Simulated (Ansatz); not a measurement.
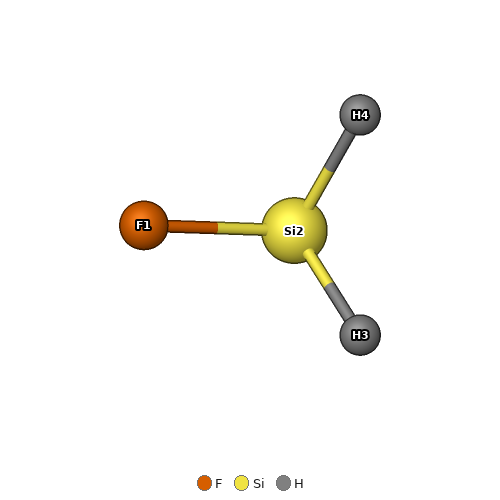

The system is FH2Si, SMILES F[SiH2-], charge −1; the picture shows the reference structure. First axis: umbrella angle at Si2 (between each of its bonds and their common axis; 90 is planar). Second axis: change of the bonds Si2–F1, Si2–H3, Si2–H4, all alike. Nothing is relaxed (all other coordinates rigid). The grid has 15 × 15 points; 120 points were computed and 105 follow by symmetry. Points are written as (first, second). Energies: kcal/mol, counted from the lowest grid point. The restricted reference is unstable at some or all points, so the energies there are unreliable. All numbers below come from RHF-MP2, frozen core/def2-TZVPD (Ansatz 0.2.0).

Its coordinates:

```xyz
4

F     1.2454    0.6932   -0.4046
Si   -0.0763   -0.3842   -0.4724
H    -1.1874    0.6184   -0.0928
H     0.0183   -0.9274    0.9697
```

The input of one point:

```yaml
crystal:
  periodic: [false, false, false]
  atoms:
    - { symbol: F, position_ang: [1.234849, 0.681128, -0.410209] }
    - { symbol: Si, position_ang: [-0.076265, -0.384189, -0.472419] }
    - { symbol: H, position_ang: [-1.178747, 0.606265, -0.100614] }
    - { symbol: H, position_ang: [0.016777, -0.926628, 0.952994] }
total_charge: -1
basis:
  gaussian: { orbitals: def2-TZVPD }
hamiltonian:
  xc: hf
output:
  forces: true
correlation:
  method: mp2
```

Range: umbrella angle at Si2 (between each of its bonds and their common axis; 90 is planar) from 47.2 to 132.8°; change of the bonds Si2–F1, Si2–H3, Si2–H4, all alike from −0.176 to 0.272 Å.

### What landscape does the calculation give?

The lowest grid point is at (59.4°, −0.016 Å); the map holds 2 wells of about this depth. No other kind of well shows on this grid. The highest grid point, (90.0°, 0.272 Å), lies 97.9 kcal/mol above the lowest. Round the minimum the valley is somewhat tilted: raising the first coordinate shifts the best value of the second coordinate downwards (coupling k₁₂/√(k₁₁k₂₂) about 0.2).

```tsv
second ↓, first →	47.2	53.3	59.4	65.5	71.7	77.8	83.9	90.0	96.1	102.2	108.3	114.5	120.6	126.7	132.8
0.272	36.2	27.8	26.6	31.9	43.3	59.9	81.1	97.9	81.1	59.9	43.3	31.9	26.6	27.8	36.2
0.240	31.8	23.1	21.7	27.0	38.6	55.6	77.1	92.3	77.1	55.6	38.6	27.0	21.7	23.1	31.8
0.208	27.8	18.6	17.1	22.4	34.2	51.3	72.5	85.3	72.5	51.3	34.2	22.4	17.1	18.6	27.8
0.176	24.3	14.6	12.8	18.1	29.9	47.1	67.6	78.6	67.6	47.1	29.9	18.1	12.8	14.6	24.3
0.144	21.3	11.0	9.0	14.2	26.0	43.0	62.7	72.3	62.7	43.0	26.0	14.2	9.0	11.0	21.3
0.112	18.9	8.1	5.7	10.7	22.4	39.3	57.9	66.5	57.9	39.3	22.4	10.7	5.7	8.1	18.9
0.080	17.3	5.8	3.0	7.8	19.4	35.9	53.5	61.3	53.5	35.9	19.4	7.8	3.0	5.8	17.3
0.048	16.5	4.3	1.1	5.6	16.9	33.0	49.6	56.8	49.6	33.0	16.9	5.6	1.1	4.3	16.5
0.016	16.7	3.7	0.0	4.2	15.2	30.8	46.5	53.1	46.5	30.8	15.2	4.2	0.0	3.7	16.7
−0.016	18.2	4.3	0.0	3.8	14.5	29.5	44.3	50.5	44.3	29.5	14.5	3.8	0.0	4.3	18.2
−0.048	21.0	6.1	1.2	4.6	14.8	29.3	43.3	49.0	43.3	29.3	14.8	4.6	1.2	6.1	21.0
−0.080	25.4	9.5	3.9	6.8	16.5	30.3	43.6	49.0	43.6	30.3	16.5	6.8	3.9	9.5	25.4
−0.112	31.6	14.6	8.3	10.6	19.8	33.0	45.6	50.7	45.6	33.0	19.8	10.6	8.3	14.6	31.6
−0.144	40.0	21.8	14.6	16.3	24.9	37.5	49.5	54.3	49.5	37.5	24.9	16.3	14.6	21.8	40.0
−0.176	50.9	31.3	23.2	24.2	32.3	44.2	55.6	60.2	55.6	44.2	32.3	24.2	23.2	31.3	50.9
```

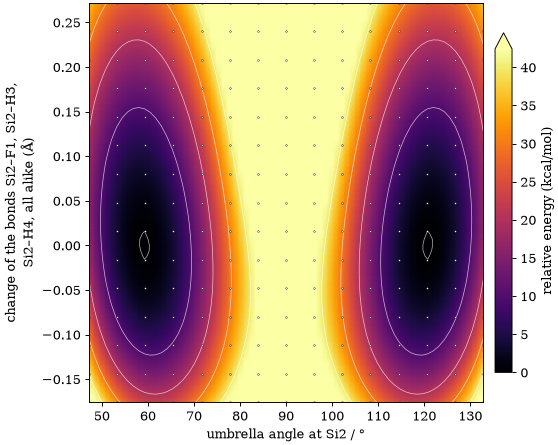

In the figure: a smooth colour map with a few white contour lines, dots at the grid points, one colour for all values above the top of the scale. Between grid points the surface is interpolated.

The whole map (120 points run) took 3 min on 1 thread of AMD EPYC 9R14 (Zen 4), with other jobs on the host.
